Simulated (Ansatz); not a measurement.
# A workflow on CH3Cl3Si (methyltrichlorosilane)

Aim: a series of 16 runs (HF/STO-3G, UHF/STO-3G, HF/3-21G, UHF/3-21G, HF/6-31G*, B3LYP/6-31G*, PBE/def2-SVP, MP2/6-31G*) of CH3Cl3Si. 

Program for the calculation: Ansatz 0.2.0.

**1. The structure to begin with**

CH3Cl3Si: 8 atoms, total charge 0, spin state singlet. As SMILES, `C[Si](Cl)(Cl)Cl`. The coordinates come from a PBE0-D4/def2-TZVP relaxation. The run starts from this shape.

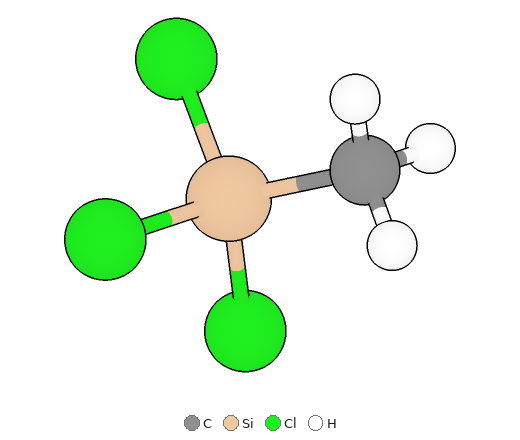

The structure, seen from a chosen angle (carbon grey, silicon light orange, chlorine green, hydrogen white).

**2. A geometry optimisation at HF/STO-3G (run 1)**

in.yaml

```yaml
basis:
  gaussian:
    orbitals: STO-3G
crystal:
  periodic: [false, false, false]
  atoms:
    - {symbol: C, position_ang: [-0.728900, -0.279600, 0.686100]}
    - {symbol: Si, position_ang: [0.568900, 0.197900, -0.528700]}
    - {symbol: Cl, position_ang: [2.360400, -0.640000, -0.033600]}
    - {symbol: Cl, position_ang: [0.065900, -0.429500, -2.402200]}
    - {symbol: Cl, position_ang: [0.801200, 2.223000, -0.573800]}
    - {symbol: H, position_ang: [-0.844500, -1.365200, 0.700800]}
    - {symbol: H, position_ang: [-0.448300, 0.061100, 1.684800]}
    - {symbol: H, position_ang: [-1.682600, 0.175200, 0.410800]}
hamiltonian:
  xc: hf
output: {orbitals: {seedname: orbitals}}
relax:
  f_tol: 0.002
```

The run is started by

```console
$ ansatz run in.yaml --threads 1 --pin off --max-ram 3480MiB --events-out events.jsonl --progress --plain --runs-dir runs
```

The log of the run:

```text
Warning: RAYON_NUM_THREADS=1 ignored (pool sized by the plan → 1); use --threads N
The last accepted step is kept in runs//last_step.txt (removed where the run ends without a failure and the disk answers)
[... 49 lines left out ...]
Total energy: -45951.44333627 eV, -1688.6843956008 hartree
[... 8 lines left out ...]
Dipole moment:    -0.483837    -0.178033     0.452877 e Å
```

Wall time 7.2 s (1 thread of Arm Neoverse V1, shared host); peak memory 0.11 GiB.

Step by step:

```
step  energy from the first frame kept (eV)  largest force (eV/Å)
   1                                 0.0000                1.1411
   2                                -0.0494                0.6379
   3                                -0.0671                0.8956
   4                                -0.0747                0.0332
   5                                -0.0748                0.0062
   6                                -0.0748                0.0001
```

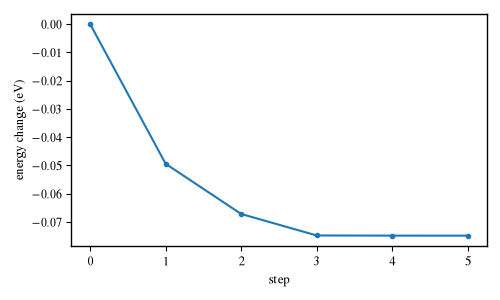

Energy along the run.

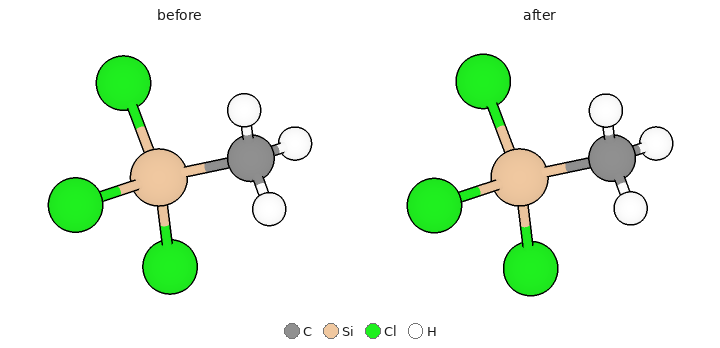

Before and after, at one scale.

After the run. Bond lengths: C1–Si2 1.853 Å, Si2–Cl3 2.078 Å, Si2–Cl4 2.078 Å, Si2–Cl5 2.078 Å, C1–H6 1.083 Å, C1–H7 1.083 Å, C1–H8 1.083 Å. Some angles: C1–Si2–Cl3 110.8°, C1–Si2–Cl4 110.8°, C1–Si2–Cl5 110.8°, Cl3–Si2–Cl4 108.1°, Cl3–Si2–Cl5 108.1°, Cl4–Si2–Cl5 108.1°, Si2–C1–H6 110.3°, Si2–C1–H7 110.3°, Si2–C1–H8 110.3°, H6–C1–H7 108.6°.

**3. The harmonic vibrations at HF/STO-3G (run 2)**

input.yaml

```yaml
crystal:
  periodic: [false, false, false]
  atoms:
    - {symbol: C, position_ang: [-0.737412, -0.282713, 0.694024]}
    - {symbol: Si, position_ang: [0.569320, 0.198113, -0.529086]}
    - {symbol: Cl, position_ang: [2.397415, -0.654232, -0.028019]}
    - {symbol: Cl, position_ang: [0.060310, -0.439645, -2.440542]}
    - {symbol: Cl, position_ang: [0.809454, 2.261949, -0.578140]}
    - {symbol: H, position_ang: [-0.856346, -1.358938, 0.713189]}
    - {symbol: H, position_ang: [-0.464517, 0.052909, 1.686829]}
    - {symbol: H, position_ang: [-1.686123, 0.165456, 0.425944]}
basis:
  gaussian:
    orbitals: STO-3G
hamiltonian:
  xc: hf
phonons:
  temperatures: {t_min: 298.15, t_max: 298.15, t_step: 1}
```

The run is started by

```console
$ ansatz run input.yaml --threads 1 --pin off --max-ram 3480MiB --events-out events.jsonl --progress --plain --runs-dir runs
```

The log of the run:

```text
Warning: RAYON_NUM_THREADS=1 ignored (pool sized by the plan → 1); use --threads N
[... 263 lines left out ...]
Total energy: -45951.44333392 eV, -1688.6843955147 hartree
[... 8 lines left out ...]
Dipole moment:    -0.483839    -0.178034     0.452878 e Å
Vibrations: 127.05 167.62 167.62 235.29 235.29 243.16 503.35 694.35 694.35 903.51 1073.70 1073.70 1654.86 1801.33 1801.33 3579.54 3763.06 3763.08 cm⁻¹, zero-point energy 1.393718 eV
```

Wall time 35 s (1 thread of Arm Neoverse V1, shared host); peak memory 0.1 GiB.

Run 3 isn't shown in full; the table further down has it.

**4. The doublet cation: a structure relaxation at UHF/STO-3G (run 4)**

job.yaml

```yaml
basis:
  gaussian: {orbitals: STO-3G}
crystal:
  periodic: [false, false, false]
  atoms:
    - symbol: C
      position_ang: [-0.737412, -0.282713, 0.694024]
    - symbol: Si
      position_ang: [0.569320, 0.198113, -0.529086]
    - symbol: Cl
      position_ang: [2.397415, -0.654232, -0.028019]
    - symbol: Cl
      position_ang: [0.060310, -0.439645, -2.440542]
    - symbol: Cl
      position_ang: [0.809454, 2.261949, -0.578140]
    - symbol: H
      position_ang: [-0.856346, -1.358938, 0.713189]
    - symbol: H
      position_ang: [-0.464517, 0.052909, 1.686829]
    - symbol: H
      position_ang: [-1.686123, 0.165456, 0.425944]
total_charge: 1
magnetization: {spin_polarized: true, initial_magnetization: 1}
hamiltonian: {xc: hf}
relax: {}
```

The run is started by

```console
$ ansatz run job.yaml --threads 1 --pin off --max-ram 3480MiB --events-out events.jsonl --progress --plain --runs-dir runs
```

The log of the run, cut to the lines that bear on the results:

```text
Warning: RAYON_NUM_THREADS=1 ignored (pool sized by the plan → 1); use --threads N
[... 1 set-up line as earlier in the session ...]
[... 83 lines left out ...]
Total energy: -45942.19998040 eV, -1688.3447085382 hartree
[... 8 lines left out ...]
Dipole moment:    -0.766074    -0.375033     0.193361 e Å
```

Wall time 27 s (1 thread of Arm Neoverse V1, shared host); peak memory 0.19 GiB.

The path in brief:

```
step  energy from the first frame kept (eV)  largest force (eV/Å)
   1                                 0.0000                6.3543
   2                                -0.8063                1.5569
   3                                -0.9528                0.6247
   4                                -0.9739                0.2245
   5                                -0.9754                0.0766
   6                                -0.9762                0.0499
   7                                -0.9784                0.0564
   8                                -0.9788                0.0257
   9                                -0.9788                0.0083
```

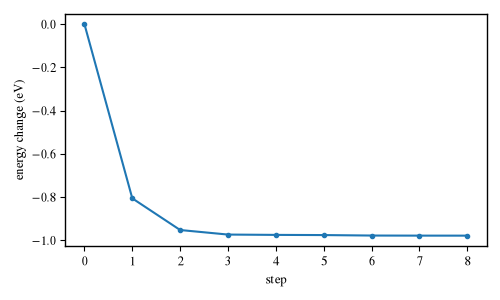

Energy along the run.

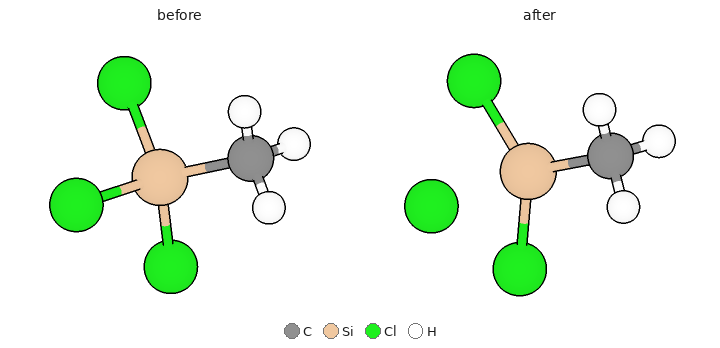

Before and after, at one scale.

After the run. Bond lengths: C1–Si2 1.854 Å, Si2–Cl3 2.044 Å, Si2–Cl4 2.489 Å, Si2–Cl5 2.043 Å, C1–H6 1.086 Å, C1–H7 1.088 Å, C1–H8 1.086 Å. Some angles: C1–Si2–Cl3 120.0°, C1–Si2–Cl4 99.8°, C1–Si2–Cl5 119.7°, Cl3–Si2–Cl4 95.7°, Cl3–Si2–Cl5 114.6°, Cl4–Si2–Cl5 98.3°, Si2–C1–H6 110.4°, Si2–C1–H7 108.3°, Si2–C1–H8 110.4°, H6–C1–H7 108.9°.

Runs 5 to 15 aren't shown in full; the table further down has their settings and results.

**5. The harmonic vibrations at MP2/6-31G(d) (Cartesian functions) (run 16)**

run.yaml

```yaml
crystal:
  periodic: [false, false, false]
  atoms:
    - {symbol: C, position_ang: [-0.729471, -0.279792, 0.686595]}
    - {symbol: Si, position_ang: [0.576673, 0.200815, -0.535966]}
    - {symbol: Cl, position_ang: [2.369017, -0.643523, -0.032131]}
    - {symbol: Cl, position_ang: [0.064328, -0.431919, -2.411175]}
    - {symbol: Cl, position_ang: [0.803079, 2.232195, -0.574606]}
    - {symbol: H, position_ang: [-0.849837, -1.366203, 0.706217]}
    - {symbol: H, position_ang: [-0.454328, 0.058855, 1.688981]}
    - {symbol: H, position_ang: [-1.687361, 0.172474, 0.416284]}
basis:
  gaussian:
    orbitals: "6-31G*"
correlation:
  method: mp2
phonons:
  temperatures:
    t_min: 298.15
    t_max: 298.15
    t_step: 1
```

The run is started by

```console
$ ansatz run run.yaml --threads 1 --pin off --max-ram 3480MiB --events-out events.jsonl --progress --plain --runs-dir runs
```

The log of the run:

```text
Warning: RAYON_NUM_THREADS=1 ignored (pool sized by the plan → 1); use --threads N
[... 26 lines left out ...]
21 core orbitals not correlated: weight in the atoms' cores, before any rotation towards them, 1.000 or more for the frozen orbitals, at most 0.000 for the correlated occupied ones
[... 115 lines left out ...]
21 core orbitals not correlated: weight in the atoms' cores, before any rotation towards them, 1.000 or more for the frozen orbitals, at most 0.000 for the correlated occupied ones
[... 115 lines left out ...]
21 core orbitals not correlated: weight in the atoms' cores, before any rotation towards them, 1.000 or more for the frozen orbitals, at most 0.000 for the correlated occupied ones
[... 114 lines left out ...]
Dipole moment:    -0.339436    -0.124902     0.317715 e Å
[... 1 line left out ...]
Checks for a lower state left out: cluster_reference
```

Run time: 4.2 min. Hardware: 1 thread of Arm Neoverse V1, shared host; peak memory 0.23 GiB.

**6. Overview of the runs**

```
run                               level         task  walk f tol  partner   energy (Eh)  dipole moment (D)  wall time
  1                           HF/STO-3G     optimise       0.002     base  -1688.684396               3.30      7.2 s
  2                           HF/STO-3G  frequencies           –     base  -1688.684396               3.30       35 s
  3                          UHF/STO-3G       energy           –   cation  -1688.308725                  –      4.5 s
  4                          UHF/STO-3G     optimise           –   cation  -1688.344709                  –       27 s
  5                            HF/3-21G     optimise       0.002     base  -1698.838425               3.85      9.6 s
  6                            HF/3-21G  frequencies           –     base  -1698.838424               3.85       47 s
  7                           UHF/3-21G       energy           –   cation  -1698.412973                  –       13 s
  8                           UHF/3-21G     optimise           –   cation  -1698.454379                  –       62 s
  9     HF/6-31G* (Cartesian functions)     optimise       0.002     base  -1707.150160               2.47       23 s
 10     HF/6-31G* (Cartesian functions)  frequencies           –     base  -1707.150160               2.47    1.9 min
 11  B3LYP/6-31G* (Cartesian functions)     optimise       0.002     base  -1710.163337               2.43       39 s
 12  B3LYP/6-31G* (Cartesian functions)  frequencies           –     base  -1710.163337               2.43    3.1 min
 13                        PBE/def2-SVP     optimise       0.002     base  -1708.846445               2.05       22 s
 14                        PBE/def2-SVP  frequencies           –     base  -1708.846445               2.05       98 s
 15    MP2/6-31G* (Cartesian functions)     optimise       0.002     base  -1707.745499               2.31       34 s
 16    MP2/6-31G* (Cartesian functions)  frequencies           –     base  -1707.745499               2.31    4.2 min
```

**7. Summary of results**

| quantity | value |
| --- | --- |
| run 16, MP2/6-31G*: total energy | -1707.74550 Eh |
| run 16, MP2/6-31G*: dipole moment (correlated density) | 2.31 D |
| run 16, MP2/6-31G*: correlation energy (21 core orbitals frozen) | -595.5 mEh |
| run 16, MP2/6-31G*: largest force on an atom | 0.002 eV/Å |
| run 16, MP2/6-31G*: lowest harmonic wavenumber | 158 cm⁻¹ |
| run 16, MP2/6-31G*: highest harmonic wavenumber | 3215 cm⁻¹ |
| run 16, MP2/6-31G*: zero-point energy | 115.6 kJ/mol |
| vertical ionisation energy (to the doublet cation), HF/STO-3G | 10.223 eV |
| vertical ionisation energy (to the doublet cation), HF/3-21G | 11.577 eV |
| adiabatic ionisation energy (to the doublet cation, no zero-point term), HF/STO-3G | 9.243 eV |
| adiabatic ionisation energy (to the doublet cation, no zero-point term), HF/3-21G | 10.450 eV |

At HF/STO-3G: the vertical ionisation energy comes to 10.22 eV (236 kcal/mol). In a minimal basis such a difference can be off by several eV, whatever the method. At HF/3-21G: the vertical ionisation energy comes to 11.58 eV (267 kcal/mol). At HF/STO-3G: the adiabatic ionisation energy (to the doublet cation, no zero-point term) is 9.24 eV (213 kcal/mol). At HF/3-21G: the adiabatic ionisation energy (to the doublet cation, no zero-point term) is 10.45 eV (241 kcal/mol). The second species lost a bond as it relaxed, so this leads to another structure. Totals of different functionals can't be ranked against each other. In runs 1, 2, 3, 4 the basis is minimal, so the values are rough. All runs together took 16 min, the longest 4.2 min.
